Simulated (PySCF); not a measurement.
# Geometry relaxation, with input and output: C₂H₅NSi (charge +1) (part 2 of 2)

Continued. System: C₂H₅NSi, charge +1, multiplicity 2. Method: HF/6-31G*, UHF (PySCF 2.14.0). The atoms were displaced at random from an optimised geometry. The geometry is that of the parent species in another charge or spin state.

Geometry of the input (Å):
```
C  -0.6570  0.9388  -0.4679
Si -0.1347  -0.5235  0.5010
C  1.6825  -0.9058  0.1352
N  2.7617  -1.1204  -0.0963
H  -0.5363  0.7347  -1.5804
H  -0.0525  1.8139  -0.2252
H  -1.7129  1.1353  -0.3138
H  -0.9350  -1.7768  0.1344
H  -0.2638  -0.3333  1.9653
```

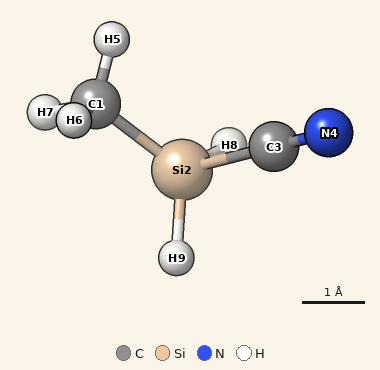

Figure 1. The geometry at step 5 of the log (ball-and-stick view, seen at a tilt; atoms are numbered from 1 in the order of the input).

**Output, continued**
```
Geometry optimization cycle 7
Cartesian coordinates (Angstrom)
 Atom        New coordinates             dX        dY        dZ
   C  -0.688460   0.964545  -0.507580   -0.000470  0.000108  0.000037
  Si  -0.291677  -0.517227   0.541155    0.000103 -0.000240 -0.000529
   C   1.668311  -0.930115   0.148110    0.000382  0.001535 -0.000447
   N   2.809315  -1.198646  -0.085166    0.000247 -0.000183  0.001186
   H  -0.544505   0.764065  -1.563666   -0.000290 -0.000005  0.000185
   H  -0.098814   1.830302  -0.226036    0.000595 -0.000403 -0.000628
   H  -1.735013   1.220143  -0.361042   -0.000175  0.000812 -0.000012
   H  -0.791055  -1.824268   0.122512   -0.001148 -0.000195  0.000695
   H  -0.176107  -0.346043   1.984130    0.000758 -0.001430 -0.000486
converged SCF energy = -421.634535847295  <S^2> = 0.767844  2S+1 = 2.0177651
--------------- SecondOrderUHF_Scanner gradients ---------------
         x                y                z
0 C     0.0000530457    -0.0000212079     0.0000183365
1 Si    -0.0001171080     0.0000514447     0.0000567739
2 C     0.0004223110    -0.0002328297    -0.0000029981
3 N    -0.0003027404     0.0001664606    -0.0000212592
4 H    -0.0000082931     0.0000188258     0.0000014921
5 H     0.0000004838     0.0000016922    -0.0000035893
6 H    -0.0000086878    -0.0000091658    -0.0000134520
7 H    -0.0000031083    -0.0000059403    -0.0000113229
8 H    -0.0000359029     0.0000307204    -0.0000239809
----------------------------------------------
cycle 7: E = -421.634535847  dE = -1.59367e-06  norm(grad) = 0.000615894
Step    6 : Displace = 1.115e-03/1.679e-03 (rms/max) Trust = 3.000e-01 (=) Grad = 2.053e-04/4.823e-04 (rms/max) E (change) = -421.6345358473 (-1.594e-06) Quality = 1.386
Hessian Eigenvalues: 2.26579e-02 3.82625e-02 4.21110e-02 ... 3.47352e-01 3.55256e-01 1.53829e+00

Geometry optimization cycle 8
Cartesian coordinates (Angstrom)
 Atom        New coordinates             dX        dY        dZ
   C  -0.689161   0.964884  -0.507699   -0.000701  0.000339 -0.000119
  Si  -0.291242  -0.517138   0.540370    0.000436  0.000088 -0.000786
   C   1.668509  -0.929103   0.147914    0.000197  0.001011 -0.000197
   N   2.809527  -1.200024  -0.082985    0.000212 -0.001378  0.002181
   H  -0.545531   0.764296  -1.563830   -0.001027  0.000231 -0.000165
   H  -0.098940   1.830422  -0.226665   -0.000126  0.000120 -0.000629
   H  -1.735507   1.220730  -0.360601   -0.000494  0.000587  0.000440
   H  -0.791158  -1.824139   0.122401   -0.000102  0.000129 -0.000111
   H  -0.174503  -0.347170   1.983515    0.001605 -0.001127 -0.000616
converged SCF energy = -421.634536740504  <S^2> = 0.76790212  2S+1 = 2.0178227
--------------- SecondOrderUHF_Scanner gradients ---------------
         x                y                z
0 C    -0.0000425297     0.0000179917     0.0000070899
1 Si    -0.0000057569    -0.0000217981     0.0000014228
2 C     0.0001791658    -0.0000487425     0.0000136738
3 N    -0.0001207477     0.0000608171    -0.0000316821
4 H     0.0000282001     0.0000120213     0.0000020604
5 H     0.0000183312    -0.0000054547    -0.0000183653
6 H     0.0000152314    -0.0000077278    -0.0000102785
7 H    -0.0000325661     0.0000083067     0.0000350448
8 H    -0.0000393282    -0.0000154137     0.0000010343
----------------------------------------------
cycle 8: E = -421.634536741  dE = -8.93209e-07  norm(grad) = 0.000250652
Step    7 : Displace = 1.327e-03/2.577e-03 (rms/max) Trust = 3.000e-01 (=) Grad = 8.355e-05/1.862e-04 (rms/max) E (change) = -421.6345367405 (-8.932e-07) Quality = 1.352
Hessian Eigenvalues: 2.17406e-02 3.47358e-02 4.27905e-02 ... 3.47352e-01 3.55553e-01 1.50841e+00

Geometry optimization cycle 9
Cartesian coordinates (Angstrom)
 Atom        New coordinates             dX        dY        dZ
   C  -0.689854   0.965266  -0.507826   -0.000693  0.000382 -0.000127
  Si  -0.290757  -0.516871   0.539584    0.000484  0.000267 -0.000785
   C   1.668722  -0.928874   0.147946    0.000213  0.000229  0.000032
   N   2.809796  -1.201899  -0.080630    0.000268 -0.001875  0.002355
   H  -0.546950   0.764748  -1.564048   -0.001419  0.000452 -0.000218
   H  -0.099513   1.830823  -0.227110   -0.000573  0.000401 -0.000445
   H  -1.736108   1.220992  -0.359925   -0.000602  0.000262  0.000676
   H  -0.790559  -1.823940   0.121691    0.000599  0.000199 -0.000711
   H  -0.172782  -0.347488   1.982737    0.001721 -0.000317 -0.000777
converged SCF energy = -421.634537165632  <S^2> = 0.76796715  2S+1 = 2.0178872
--------------- SecondOrderUHF_Scanner gradients ---------------
         x                y                z
0 C    -0.0000525729     0.0000233870    -0.0000232433
1 Si     0.0000384220    -0.0000342014     0.0000022131
2 C    -0.0000460957     0.0000516048     0.0000357069
3 N     0.0000438560    -0.0000153764    -0.0000406328
4 H     0.0000283853     0.0000022821     0.0000200590
5 H     0.0000136726    -0.0000051353    -0.0000109974
6 H     0.0000177070     0.0000002597    -0.0000074140
7 H    -0.0000230704     0.0000041076     0.0000315746
8 H    -0.0000203038    -0.0000269281    -0.0000072662
----------------------------------------------
cycle 9: E = -421.634537166  dE = -4.25128e-07  norm(grad) = 0.00014501
Step    8 : Displace = 1.461e-03/3.024e-03 (rms/max) Trust = 3.000e-01 (=) Grad = 4.834e-05/7.786e-05 (rms/max) E (change) = -421.6345371656 (-4.251e-07) Quality = 1.354
Hessian Eigenvalues: 2.01730e-02 3.36601e-02 4.36381e-02 ... 3.47354e-01 3.54609e-01 1.56180e+00

Geometry optimization cycle 10
Cartesian coordinates (Angstrom)
 Atom        New coordinates             dX        dY        dZ
   C  -0.690334   0.965543  -0.507921   -0.000480  0.000277 -0.000095
  Si  -0.290377  -0.516637   0.538968    0.000381  0.000234 -0.000616
   C   1.668997  -0.929142   0.148053    0.000275 -0.000268  0.000107
   N   2.810135  -1.203407  -0.078805    0.000339 -0.001508  0.001825
   H  -0.548249   0.765258  -1.564313   -0.001299  0.000510 -0.000265
   H  -0.100077   1.831211  -0.227387   -0.000565  0.000388 -0.000276
   H  -1.736570   1.220978  -0.359214   -0.000461 -0.000014  0.000711
   H  -0.789951  -1.823746   0.120916    0.000608  0.000194 -0.000775
   H  -0.171579  -0.347301   1.982121    0.001203  0.000187 -0.000617
converged SCF energy = -421.634537339223  <S^2> = 0.76798629  2S+1 = 2.0179061
--------------- SecondOrderUHF_Scanner gradients ---------------
         x                y                z
0 C    -0.0000285402     0.0000142786    -0.0000135597
1 Si     0.0000313497    -0.0000222681    -0.0000013304
2 C    -0.0001051594     0.0000610401     0.0000328256
3 N     0.0000772086    -0.0000357613    -0.0000299437
4 H     0.0000156941    -0.0000049185     0.0000061024
5 H     0.0000038215    -0.0000020144     0.0000001464
6 H     0.0000092405     0.0000038848    -0.0000059771
7 H    -0.0000028732    -0.0000006172     0.0000098195
8 H    -0.0000007416    -0.0000136240     0.0000019170
----------------------------------------------
cycle 10: E = -421.634537339  dE = -1.73591e-07  norm(grad) = 0.000165647
Step    9 : Displace = 1.198e-03/2.399e-03 (rms/max) Trust = 3.000e-01 (=) Grad = 5.522e-05/1.259e-04 (rms/max) E (change) = -421.6345373392 (-1.736e-07) Quality = 1.283
Hessian Eigenvalues: 1.86654e-02 3.48271e-02 4.36402e-02 ... 3.47356e-01 3.54110e-01 1.55407e+00

Geometry optimization cycle 11
Cartesian coordinates (Angstrom)
 Atom        New coordinates             dX        dY        dZ
   C  -0.690497   0.965641  -0.507965   -0.000163  0.000099 -0.000044
  Si  -0.290219  -0.516563   0.538664    0.000158  0.000074 -0.000304
   C   1.669213  -0.929456   0.148120    0.000216 -0.000314  0.000067
   N   2.810419  -1.203963  -0.077982    0.000284 -0.000556  0.000823
   H  -0.548954   0.765555  -1.564468   -0.000706  0.000297 -0.000155
   H  -0.100288   1.831370  -0.227531   -0.000211  0.000159 -0.000145
   H  -1.736726   1.220894  -0.358743   -0.000157 -0.000083  0.000471
   H  -0.789780  -1.823653   0.120538    0.000171  0.000093 -0.000378
   H  -0.171171  -0.347070   1.981784    0.000408  0.000231 -0.000336
converged SCF energy = -421.634537388873  <S^2> = 0.76798959  2S+1 = 2.0179094
--------------- SecondOrderUHF_Scanner gradients ---------------
         x                y                z
0 C    -0.0000057233     0.0000033971    -0.0000039066
1 Si     0.0000130955    -0.0000072737     0.0000047472
2 C    -0.0000488588     0.0000314679     0.0000171646
3 N     0.0000275080    -0.0000223651    -0.0000139407
4 H     0.0000048595    -0.0000033379     0.0000009698
5 H    -0.0000016149     0.0000004177     0.0000038902
6 H     0.0000013745     0.0000016678    -0.0000045198
7 H     0.0000055304    -0.0000027047    -0.0000028401
8 H     0.0000038291    -0.0000012690    -0.0000015646
----------------------------------------------
cycle 11: E = -421.634537389  dE = -4.96493e-08  norm(grad) = 7.46536e-05
Step   10 : Displace = 5.624e-04/1.039e-03 (rms/max) Trust = 3.000e-01 (=) Grad = 2.488e-05/6.060e-05 (rms/max) E (change) = -421.6345373889 (-4.965e-08) Quality = 1.321
Hessian Eigenvalues: 1.86654e-02 3.48271e-02 4.36402e-02 ... 3.47356e-01 3.54110e-01 1.55407e+00
Converged! =D

converged: True
C          -0.69049747        0.96564123       -0.50796468
Si         -0.29021890       -0.51656258        0.53866362
C           1.66921269       -0.92945634        0.14812000
N           2.81041868       -1.20396299       -0.07798151
H          -0.54895449        0.76555516       -1.56446794
H          -0.10028811        1.83137008       -0.22753107
H          -1.73672648        1.22089443       -0.35874284
H          -0.78977991       -1.82365263        0.12053813
H          -0.17117103       -0.34707035        1.98178429

WARN: HOMO -0.34637241896396 >= LUMO -0.34637241896396

converged SCF energy = -421.634537388931  <S^2> = 0.76797615  2S+1 = 2.0178961
E(HF) = -421.634537389
frequencies (1/cm) [ 116.3  138.3  224.7  354.4  382.9  481.3  586.6  720.9  804.6  968.3
  981.  1019.  1471.2 1578.3 1579.1 2141.8 2473.2 2489.1 3201.1 3277.7
 3298.7]
temperature 298.1500 [K]
pressure 101325.00 [Pa]
Rotational constants [GHz] 13.69913 3.06158 2.62207
Symmetry number 1
Zero-point energy (ZPE) 0.06445 [Eh]   169203.379 [J/mol]
                           tot       elec      trans        rot        vib
Entropy [J/mol/K]       324.839      5.763    161.936    106.622     50.518
Cv [J/mol/K]             83.048      0.000     12.472     12.472     58.105
Cp [J/mol/K]             91.363      0.000     20.786     12.472     58.105
Internal energy [J/mol]                      3718.434   3718.434 177840.179
Internal energy [Eh]   -421.56397  -421.63454
Enthalpy [J/mol]                             6197.391   3718.434 177840.179
Enthalpy [Eh]          -421.56302
Gibbs free energy [J/mol]                  -42083.728 -28070.988 162778.242
Gibbs free energy [Eh] -421.59991
```

**Trajectory as extended XYZ (Å, eV, eV/Å), 11 frames, from step=0 to step=10**
```
9
Properties=species:S:1:pos:R:3:forces:R:3 step=0 energy=-11472.51597
C    -0.6570    0.9388   -0.4679    0.8783   0.2422  -2.4028
Si   -0.1347   -0.5235    0.5010   -3.4737  -0.7575   1.2474
C     1.6825   -0.9058    0.1352   -8.0726   1.4179   1.7498
N     2.7617   -1.1204   -0.0963    9.2529  -1.8470  -1.9751
H    -0.5363    0.7347   -1.5804   -0.1714   0.3924   1.5104
H    -0.0525    1.8139   -0.2252   -0.4100  -0.0023  -0.0652
H    -1.7129    1.1353   -0.3138    0.0728   0.0495   0.2562
H    -0.9350   -1.7768    0.1344    1.2465   0.6538   0.0498
H    -0.2638   -0.3333    1.9653    0.6771  -0.1490  -0.3704
9
Properties=species:S:1:pos:R:3:forces:R:3 step=1 energy=-11473.19181
C    -0.6725    0.9664   -0.5044    0.2887  -0.0549  -0.2135
Si   -0.2188   -0.5199    0.5273   -1.1848   0.4076   0.3255
C     1.6564   -0.9407    0.1544    0.0217   0.0120  -0.0068
N     2.7950   -1.1845   -0.0851    0.5974  -0.1645  -0.1198
H    -0.5486    0.7808   -1.5647    0.0048  -0.1072  -0.0594
H    -0.1029    1.8552   -0.2600   -0.0498   0.0149   0.1563
H    -1.7247    1.1717   -0.3420   -0.0684   0.0604   0.1129
H    -0.8187   -1.7876    0.1502    0.1345  -0.2712  -0.2427
H    -0.2133   -0.3786    1.9767    0.2558   0.1029   0.0474
9
Properties=species:S:1:pos:R:3:forces:R:3 step=2 energy=-11473.24766
C    -0.6782    0.9693   -0.5105    0.0412  -0.0637   0.0314
Si   -0.2582   -0.5122    0.5360   -0.5072  -0.0297   0.0993
C     1.6564   -0.9427    0.1546    0.5018  -0.0459  -0.1083
N     2.8013   -1.1970   -0.0853   -0.2146   0.0084   0.0502
H    -0.5452    0.7716   -1.5675   -0.0111  -0.0179  -0.0340
H    -0.1074    1.8508   -0.2420    0.0034  -0.0026   0.0420
H    -1.7296    1.1907   -0.3440    0.0014   0.0426  -0.0248
H    -0.7962   -1.8132    0.1266    0.1002   0.0705  -0.0304
H    -0.1909   -0.3545    1.9846    0.0849   0.0383  -0.0253
9
Properties=species:S:1:pos:R:3:forces:R:3 step=3 energy=-11473.25826
C    -0.6847    0.9666   -0.5102   -0.0382  -0.0207   0.0617
Si   -0.2818   -0.5131    0.5409   -0.0759   0.0357   0.0131
C     1.6613   -0.9410    0.1527    0.3324  -0.0052  -0.0766
N     2.8054   -1.2026   -0.0858   -0.2318   0.0229   0.0546
H    -0.5456    0.7659   -1.5664    0.0062   0.0111  -0.0073
H    -0.1069    1.8397   -0.2283    0.0211  -0.0017  -0.0136
H    -1.7340    1.2076   -0.3538    0.0103   0.0096  -0.0296
H    -0.7822   -1.8161    0.1188   -0.0330  -0.0573  -0.0118
H    -0.1795   -0.3441    1.9845    0.0088   0.0056   0.0096
9
Properties=species:S:1:pos:R:3:forces:R:3 step=4 energy=-11473.25987
C    -0.6869    0.9653   -0.5084   -0.0316  -0.0008   0.0299
Si   -0.2893   -0.5155    0.5420   -0.0119  -0.0320  -0.0187
C     1.6659   -0.9358    0.1504    0.1043   0.0165  -0.0304
N     2.8081   -1.2003   -0.0864   -0.0829   0.0014   0.0236
H    -0.5451    0.7650   -1.5644    0.0105   0.0019  -0.0100
H    -0.1026    1.8340   -0.2258    0.0139  -0.0031  -0.0080
H    -1.7346    1.2163   -0.3592    0.0046  -0.0011  -0.0073
H    -0.7865   -1.8236    0.1195   -0.0039   0.0238   0.0184
H    -0.1770   -0.3425    1.9848   -0.0032  -0.0067   0.0025
9
Properties=species:S:1:pos:R:3:forces:R:3 step=5 energy=-11473.26017
C    -0.6880    0.9644   -0.5076   -0.0106   0.0030  -0.0022
Si   -0.2918   -0.5170    0.5417    0.0129  -0.0056  -0.0036
C     1.6679   -0.9316    0.1486   -0.0144   0.0196  -0.0028
N     2.8091   -1.1985   -0.0864    0.0091  -0.0108   0.0034
H    -0.5442    0.7641   -1.5638    0.0028   0.0008   0.0049
H    -0.0994    1.8307   -0.2254    0.0022  -0.0014  -0.0029
H    -1.7348    1.2193   -0.3610    0.0028  -0.0002  -0.0004
H    -0.7899   -1.8241    0.1218   -0.0045  -0.0007   0.0044
H    -0.1769   -0.3446    1.9846   -0.0003  -0.0049  -0.0007
9
Properties=species:S:1:pos:R:3:forces:R:3 step=6 energy=-11473.26021
C    -0.6885    0.9645   -0.5076   -0.0027   0.0011  -0.0009
Si   -0.2917   -0.5172    0.5412    0.0060  -0.0026  -0.0029
C     1.6683   -0.9301    0.1481   -0.0217   0.0120   0.0002
N     2.8093   -1.1986   -0.0852    0.0156  -0.0086   0.0011
H    -0.5445    0.7641   -1.5637    0.0004  -0.0010  -0.0001
H    -0.0988    1.8303   -0.2260    0.0000  -0.0001   0.0002
H    -1.7350    1.2201   -0.3610    0.0004   0.0005   0.0007
H    -0.7911   -1.8243    0.1225    0.0002   0.0003   0.0006
H    -0.1761   -0.3460    1.9841    0.0018  -0.0016   0.0012
9
Properties=species:S:1:pos:R:3:forces:R:3 step=7 energy=-11473.26023
C    -0.6892    0.9649   -0.5077    0.0022  -0.0009  -0.0004
Si   -0.2912   -0.5171    0.5404    0.0003   0.0011  -0.0001
C     1.6685   -0.9291    0.1479   -0.0092   0.0025  -0.0007
N     2.8095   -1.2000   -0.0830    0.0062  -0.0031   0.0016
H    -0.5455    0.7643   -1.5638   -0.0014  -0.0006  -0.0001
H    -0.0989    1.8304   -0.2267   -0.0009   0.0003   0.0009
H    -1.7355    1.2207   -0.3606   -0.0008   0.0004   0.0005
H    -0.7912   -1.8241    0.1224    0.0017  -0.0004  -0.0018
H    -0.1745   -0.3472    1.9835    0.0020   0.0008  -0.0001
9
Properties=species:S:1:pos:R:3:forces:R:3 step=8 energy=-11473.26025
C    -0.6899    0.9653   -0.5078    0.0027  -0.0012   0.0012
Si   -0.2908   -0.5169    0.5396   -0.0020   0.0018  -0.0001
C     1.6687   -0.9289    0.1479    0.0024  -0.0027  -0.0018
N     2.8098   -1.2019   -0.0806   -0.0023   0.0008   0.0021
H    -0.5470    0.7647   -1.5640   -0.0015  -0.0001  -0.0010
H    -0.0995    1.8308   -0.2271   -0.0007   0.0003   0.0006
H    -1.7361    1.2210   -0.3599   -0.0009   0.0000   0.0004
H    -0.7906   -1.8239    0.1217    0.0012  -0.0002  -0.0016
H    -0.1728   -0.3475    1.9827    0.0010   0.0014   0.0004
9
Properties=species:S:1:pos:R:3:forces:R:3 step=9 energy=-11473.26025
C    -0.6903    0.9655   -0.5079    0.0015  -0.0007   0.0007
Si   -0.2904   -0.5166    0.5390   -0.0016   0.0011   0.0001
C     1.6690   -0.9291    0.1481    0.0054  -0.0031  -0.0017
N     2.8101   -1.2034   -0.0788   -0.0040   0.0018   0.0015
H    -0.5482    0.7653   -1.5643   -0.0008   0.0003  -0.0003
H    -0.1001    1.8312   -0.2274   -0.0002   0.0001   0.0000
H    -1.7366    1.2210   -0.3592   -0.0005  -0.0002   0.0003
H    -0.7900   -1.8237    0.1209    0.0001   0.0000  -0.0005
H    -0.1716   -0.3473    1.9821    0.0000   0.0007  -0.0001
9
Properties=species:S:1:pos:R:3:forces:R:3 step=10 energy=-11473.26025
C    -0.6905    0.9656   -0.5080    0.0003  -0.0002   0.0002
Si   -0.2902   -0.5166    0.5387   -0.0007   0.0004  -0.0002
C     1.6692   -0.9295    0.1481    0.0025  -0.0016  -0.0009
N     2.8104   -1.2040   -0.0780   -0.0014   0.0011   0.0007
H    -0.5490    0.7656   -1.5645   -0.0003   0.0002  -0.0001
H    -0.1003    1.8314   -0.2275    0.0001   0.0000  -0.0002
H    -1.7367    1.2209   -0.3587   -0.0001  -0.0001   0.0002
H    -0.7898   -1.8237    0.1205   -0.0003   0.0001   0.0001
H    -0.1712   -0.3471    1.9818   -0.0002   0.0001   0.0001
```

**Results in brief**

```csv
quantity,value
outcome,converged
total energy,−421.634537 hartree
basis functions,70
⟨S²⟩,0.768
zero-point energy,0.064446 hartree
"wavenumbers, lowest and highest",116 and 3299 cm⁻¹
hardware,"1 thread of Intel Xeon (Granite Rapids), 96 GiB of memory available, shared host"
wall time,94 s
peak memory,0.17 GiB
```

**Remarks**

Further notes kept with the run: dipole of an ion depends on the origin.
